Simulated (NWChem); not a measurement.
# C3H6O (propylene oxide) at 6 levels

We compute a comparison of 6 runs (HF/3-21G, HF/def2-SVP, B3LYP/6-31G*, MP2/def2-SVP, CCSD/def2-SVP) of C3H6O (propylene oxide). 

The calculation is run with NWChem 7.3.0.

## (1) Starting point

C3H6O: 10 atoms, total charge 0, spin state singlet. SMILES: `CC1CO1`. The coordinates come from a PBE0-D4/def2-TZVP relaxation.

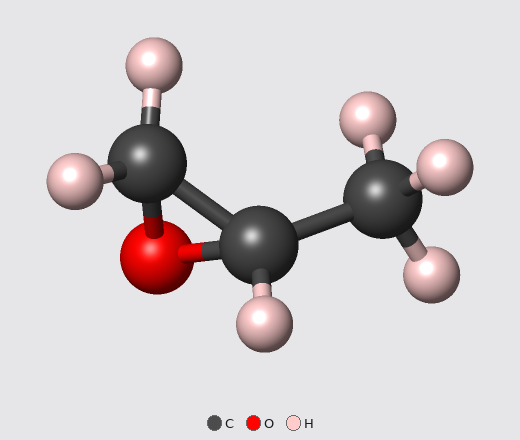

The structure, seen from a chosen angle (carbon dark grey, oxygen red, hydrogen pink).

## (2) Energy and gradient at HF/3-21G (run 1)

File struct.nw:

```
start struct
title "C3H6O hf"
memory 2200 mb
charge 0

geometry units angstroms noautosym nocenter noautoz
C      0.210800     0.403200    -1.162600
C      0.448800    -0.233800     0.169000
C     -0.546800    -0.202400     1.234900
O     -0.330600    -1.380700     0.475800
H     -0.858600     0.462700    -1.372600
H      0.629100     1.412900    -1.185300
H      0.685000    -0.176600    -1.958300
H      1.492600    -0.328400     0.468200
H     -1.496300     0.297800     1.056000
H     -0.234000    -0.254600     2.274900
end

basis spherical bse
C library 3-21G
O library 3-21G
H library 3-21G
end

scf
thresh 1e-08
maxiter 80
print medium
end

task scf gradient
```

Command:

```console
$ nwchem struct.nw > struct.out
```

Output:

```text
[...]
  functions       =    48
[...]
  wavefunction    = RHF
[...]
         Total SCF energy =   -190.823852116290
      One-electron energy =   -507.092003248565
      Two-electron energy =    190.876659961198
 Nuclear repulsion energy =    125.391491171077
        Time for solution =      1.6s
[...]
                         RHF ENERGY GRADIENTS
    atom               coordinates                        gradient
                 x          y          z           x          y          z
   1 C       0.398354   0.761938  -2.196995    0.002812  -0.005952   0.010157
   2 C       0.848109  -0.441818   0.319364   -0.037583  -0.017734   0.002533
   3 C      -1.033302  -0.382481   2.333623    0.018664  -0.030038  -0.030298
   4 O      -0.624743  -2.609145   0.899132    0.012219   0.049047   0.012133
   5 H      -1.622519   0.874376  -2.593838   -0.005795   0.000793  -0.000741
   6 H       1.188827   2.669994  -2.239892    0.002662   0.005609  -0.000619
   7 H       1.294462  -0.333726  -3.700650    0.003198  -0.002697  -0.004649
   8 H       2.820605  -0.620586   0.884770    0.010508  -0.001956   0.003462
   9 H      -2.827597   0.562760   1.995551   -0.009751   0.004547  -0.002524
  10 H      -0.442196  -0.481124   4.298938    0.003064  -0.001619   0.010546
[...]
```

It took 2.6 s on 1 thread of Intel Xeon Platinum 8488C (Sapphire Rapids), shared host; peak memory 0.098 GiB.

## (3) Energy and gradient at HF/def2-SVP (run 2)

File run.py:

```python
from ase import Atoms
from ase.calculators.nwchem import NWChem

mol = Atoms(['C', 'C', 'C', 'O', 'H', 'H', 'H', 'H', 'H', 'H'], positions=[
    [0.210800, 0.403200, -1.162600],
    [0.448800, -0.233800, 0.169000],
    [-0.546800, -0.202400, 1.234900],
    [-0.330600, -1.380700, 0.475800],
    [-0.858600, 0.462700, -1.372600],
    [0.629100, 1.412900, -1.185300],
    [0.685000, -0.176600, -1.958300],
    [1.492600, -0.328400, 0.468200],
    [-1.496300, 0.297800, 1.056000],
    [-0.234000, -0.254600, 2.274900],
])

calc = NWChem(
    label='mymol',
    theory='scf',
    memory='2200 mb',
    basis='def2-SVP',
    basispar='spherical bse',
    scf={'nopen': '0', 'rhf': None, 'thresh': '1e-08', 'maxiter': '80'},
)
mol.calc = calc

forces = mol.get_forces()
print("Total energy (eV):", round(mol.get_potential_energy(), 6))
print("forces (eV/A):")
for s, f in zip(mol.symbols, forces):
    print(f"{s:2s} {f[0]:10.5f} {f[1]:10.5f} {f[2]:10.5f}")
print("dipole (e A):", mol.get_dipole_moment().round(4))
```

Command:

```console
$ export ASE_NWCHEM_COMMAND="nwchem PREFIX.nwi > PREFIX.nwo"
$ python run.py
```

Output:

```text
Total energy (eV): -5218.208944
forces (eV/A):
C    -0.03492    0.07950   -0.26164
C    -0.41801   -0.70140    0.57356
C     0.22096   -0.58462   -0.50162
O     0.31609    1.35261    0.23680
H     0.06253   -0.00715   -0.01517
H    -0.01563   -0.03903    0.00694
H    -0.03060    0.02041    0.04150
H    -0.10238   -0.01723   -0.06289
H     0.06561   -0.09169    0.07302
H    -0.06376   -0.01142   -0.09050
dipole (e A): [0.1208 0.4783 0.0415]
```

The calculator wrote mymol.nwi:

```
title "mymol"

permanent_dir mymol

scratch_dir mymol

start mymol

geometry units angstrom nocenter noautosym noautoz
  C  2.1079999999999999e-01 4.0320000000000000e-01 -1.1626000000000001e+00
  C  4.4879999999999998e-01 -2.3380000000000001e-01 1.6900000000000001e-01
  C  -5.4679999999999995e-01 -2.0240000000000000e-01 1.2349000000000001e+00
  O  -3.3060000000000000e-01 -1.3807000000000000e+00 4.7580000000000000e-01
  H  -8.5860000000000003e-01 4.6270000000000000e-01 -1.3726000000000000e+00
  H  6.2909999999999999e-01 1.4129000000000000e+00 -1.1853000000000000e+00
  H  6.8500000000000005e-01 -1.7660000000000001e-01 -1.9582999999999999e+00
  H  1.4925999999999999e+00 -3.2840000000000003e-01 4.6820000000000001e-01
  H  -1.4963000000000000e+00 2.9780000000000001e-01 1.0560000000000000e+00
  H  -2.3400000000000001e-01 -2.5459999999999999e-01 2.2749000000000001e+00
end

memory 2200 mb

basis spherical bse noprint
   * library def2-SVP
end

scf
  nopen 0
  rhf
  thresh 1e-08
  maxiter 80
end

task scf gradient
```

mymol.nwo:

```text
Northwest Computational Chemistry Package (NWChem) 7.3.0
             --------------------------------------------------------

           Job information
           ---------------

    nwchem branch   = 7.3.0
    use scalapack   = T
    input           = mymol.nwi
    prefix          = mymol.
    data base       = mymol/mymol.db
    status          = startup
    nproc           =        1

           Memory information
           ------------------

    heap     =     72089594 doubles =      550.0 Mbytes
    stack    =     72089599 doubles =      550.0 Mbytes
    global   =    144179200 doubles =     1100.0 Mbytes (distinct from heap & stack)
    total    =    288358393 doubles =     2200.0 Mbytes
    verify   = yes
    hardfail = no

           Directory information
           ---------------------

  0 permanent = mymol
  0 scratch   = mymol

                                NWChem Input Module
                                -------------------

                                       mymol
                                       -----

[... 129 lines left out ...]
 Convergence threshold     :          1.000E-08
[... 13 lines left out ...]
       Final RHF  results
[... 3 lines left out ...]
      One-electron energy =   -508.507263697796
[... 1 line left out ...]
 Nuclear repulsion energy =    125.391491171076
[... 34 lines left out ...]
                       ROHF Final Molecular Orbital Analysis
[... 215 lines left out ...]
     1   1 0 0      0.228271      0.000000     -3.307398
[... 8 lines of this table left out ...]
     2   0 0 2    -17.131563      0.000000    117.400792

                              NWChem Gradients Module
                              -----------------------

                                       mymol

  wavefunction    =   RHF

                         RHF ENERGY GRADIENTS

    atom               coordinates                        gradient
                 x          y          z           x          y          z
   1 C       0.398354   0.761938  -2.196995    0.000679  -0.001546   0.005088
   2 C       0.848109  -0.441818   0.319364    0.008129   0.013640  -0.011154
   3 C      -1.033302  -0.382481   2.333623   -0.004297   0.011369   0.009755
[... 6 lines of this table left out ...]
  10 H      -0.442196  -0.481124   4.298938    0.001240   0.000222   0.001760

                 ----------------------------------------
                 |  Time  |  1-e(secs)   |  2-e(secs)   |
                 ----------------------------------------
                 |  CPU   |       0.01   |       1.56   |
                 ----------------------------------------
                 |  WALL  |       0.01   |       1.56   |
                 ----------------------------------------

 Task  times  cpu:       11.9s     wall:       11.9s
 Total times  cpu:       12.0s     wall:       12.0s
```

Wall time 13 s (1 thread of Intel Xeon Platinum 8488C (Sapphire Rapids), shared host); peak memory 0.099 GiB.

Run 3 isn't shown in full; the table further down has it.

## (4) Energy and forces at B3LYP/6-31G(d) (Cartesian functions) (run 4)

File mymol.nw:

```
start mymol
title "C3H6O"
memory total 2200 mb

geometry units angstroms noautosym nocenter noautoz
  C      0.210800     0.403200    -1.162600
  C      0.448800    -0.233800     0.169000
  C     -0.546800    -0.202400     1.234900
  O     -0.330600    -1.380700     0.475800
  H     -0.858600     0.462700    -1.372600
  H      0.629100     1.412900    -1.185300
  H      0.685000    -0.176600    -1.958300
  H      1.492600    -0.328400     0.468200
  H     -1.496300     0.297800     1.056000
  H     -0.234000    -0.254600     2.274900
end

basis
  * library 6-31G*
end

dft
  xc b3lyp
  grid xfine
  convergence energy 1e-08
  iterations 100
  mulliken
end

task dft gradient
```

Command:

```console
$ nwchem mymol.nw > mymol.out
```

Output:

```text
[...]
          Wavefunction type:  closed shell.
          No. of atoms     :    10
          No. of electrons :    32
[...]
          Charge           :     0
          Spin multiplicity:     1
[...]
          AO basis - number of functions:    72
[...]
              XC Information
              --------------
                         B3LYP Method XC Potential
                     Hartree-Fock (Exact) Exchange  0.200
                        Slater Exchange Functional  0.800 local
                    Becke 1988 Exchange Functional  0.720 non-local
              Lee-Yang-Parr Correlation Functional  0.810
                  VWN I RPA Correlation Functional  0.190 local
[...]
 d= 0,ls=0.0,diis     1   -193.0368529975 -3.18D+02  1.57D-02  6.73D-01     3.8
[...]
 d= 0,ls=0.0,diis    10   -193.1080238253 -5.10D-10  2.13D-07  5.06D-10    36.1
         Total DFT energy =     -193.108023825328
      One electron energy =     -509.264202854876
           Coulomb energy =      217.885586162447
    Exchange-Corr. energy =      -27.120898303976
 Nuclear repulsion energy =      125.391491171077
[...]
      Total Density - Mulliken Population Analysis
     ---------------------------------------------
    Atom       Charge   Shell Charges
 -----------   ------   -------------------------------------------------------
    1 C    6     6.46   1.99  0.68  2.15  0.63  0.99  0.03
    2 C    6     5.89   1.99  0.70  2.06  0.48  0.60  0.05
    3 C    6     6.11   1.99  0.70  2.08  0.55  0.75  0.05
    4 O    8     8.44   1.99  0.92  2.86  1.04  1.61  0.01
    5 H    1     0.84   0.53  0.32
    6 H    1     0.85   0.53  0.32
    7 H    1     0.84   0.53  0.31
    8 H    1     0.86   0.54  0.32
    9 H    1     0.86   0.54  0.32
   10 H    1     0.85   0.54  0.32
[...]
  wavefunction    = closed shell
                         DFT ENERGY GRADIENTS
    atom               coordinates                        gradient
                 x          y          z           x          y          z
   1 C       0.398354   0.761938  -2.196995   -0.000043  -0.002165   0.003930
   2 C       0.848109  -0.441818   0.319364   -0.008528  -0.002803   0.000590
   3 C      -1.033302  -0.382481   2.333623    0.004730  -0.005264  -0.007261
   4 O      -0.624743  -2.609145   0.899132    0.003598   0.013965   0.002863
   5 H      -1.622519   0.874376  -2.593838    0.002106  -0.000234   0.000870
   6 H       1.188827   2.669994  -2.239892   -0.000829  -0.002351   0.000651
   7 H       1.294462  -0.333726  -3.700650   -0.000705   0.001009   0.002010
   8 H       2.820605  -0.620586   0.884770   -0.002478  -0.000310  -0.000169
   9 H      -2.827597   0.562760   1.995551    0.002149  -0.001190  -0.000812
  10 H      -0.442196  -0.481124   4.298938   -0.000001  -0.000657  -0.002672
[...]
```

It took 43 s on 1 thread of Intel Xeon Platinum 8488C (Sapphire Rapids), shared host; peak memory 0.15 GiB.

Run 5 isn't shown in full; the table further down has it.

## (5) The energy at CCSD/def2-SVP (run 6)

File run.nw:

```
start run
title "C3H6O"
memory total 2200 mb
geometry noautosym nocenter noautoz
  C        0.210800       0.403200      -1.162600
  C        0.448800      -0.233800       0.169000
  C       -0.546800      -0.202400       1.234900
  O       -0.330600      -1.380700       0.475800
  H       -0.858600       0.462700      -1.372600
  H        0.629100       1.412900      -1.185300
  H        0.685000      -0.176600      -1.958300
  H        1.492600      -0.328400       0.468200
  H       -1.496300       0.297800       1.056000
  H       -0.234000      -0.254600       2.274900
end
basis spherical bse
  * library def2-SVP
end
scf
  thresh 1e-08
  maxiter 80
end
ccsd
  freeze core 4
  maxiter 60
end
task ccsd energy
```

Command:

```console
$ nwchem run.nw > run.out
```

Output:

```text
[...]
  functions       =    86
[...]
  wavefunction    = RHF
[...]
         Total SCF energy =   -191.765643220838
      One-electron energy =   -508.507263697792
      Two-electron energy =    191.350129305877
 Nuclear repulsion energy =    125.391491171077
        Time for solution =     10.0s
[...]
 Total MP2 energy:           -192.368413939837865
[...]
             energy      energy      error      ampl     ampl      Block
                                                time     time      time
[...]
 Total CCSD energy:           -192.407913495297663
[...]
```

Wall time 91 s (1 thread of Intel Xeon Platinum 8488C (Sapphire Rapids), shared host); peak memory 0.21 GiB.

## (6) All runs side by side

| run | level | iteration cap | module | energy (Eh) | dipole moment (D) | HOMO energy (eV) | LUMO energy (eV) | wall time |
| --- | --- | --- | --- | --- | --- | --- | --- | --- |
| 1 | HF/3-21G | 80 | scf | -190.823852 | 2.58 | -11.63 | 7.48 | 2.6 s |
| 2 | HF/def2-SVP | 80 | scf | -191.765643 | 2.38 | -11.83 | 5.04 | 13 s |
| 3 | B3LYP/6-31G* (spherical functions) | 100 | dft | -193.104405 | 1.93 | -7.14 | 2.91 | 41 s |
| 4 | B3LYP/6-31G* (Cartesian functions) | 100 | dft | -193.108024 | 1.93 | -7.15 | 2.90 | 43 s |
| 5 | MP2/def2-SVP | 80 | mp2 | -192.368414 | 1.97 | -11.83 | 5.04 | 26 s |
| 6 | CCSD/def2-SVP | 80 | ccsd | -192.407913 | – | -11.83 | 5.04 | 91 s |

## (7) Summary of results

```
                                          quantity          value
                               run 6: total energy  -192.40791 Eh
        run 6: HOMO energy (Hartree–Fock orbitals)      -11.83 eV
        run 6: LUMO energy (Hartree–Fock orbitals)        5.04 eV
      run 6: HOMO–LUMO gap (Hartree–Fock orbitals)       16.87 eV
run 6: correlation energy (4 core orbitals frozen)     -642.3 mEh
```

In words: Below the HF energy at the same shape and in the same basis (def2-SVP): MP2 -602.8 mEh; CCSD -642.3 mEh. Over runs 1, 2, 3, 4, 5 the dipole moment (its size) runs from 1.93 D (B3LYP/6-31G*) to 2.58 D (HF/3-21G). The two ends differ in method and basis. Over runs 1, 2, 3, 4 the HOMO–LUMO gap runs from 10.05 eV (B3LYP/6-31G*) to 19.11 eV (HF/3-21G). All runs together took 3.6 min, the longest 91 s.
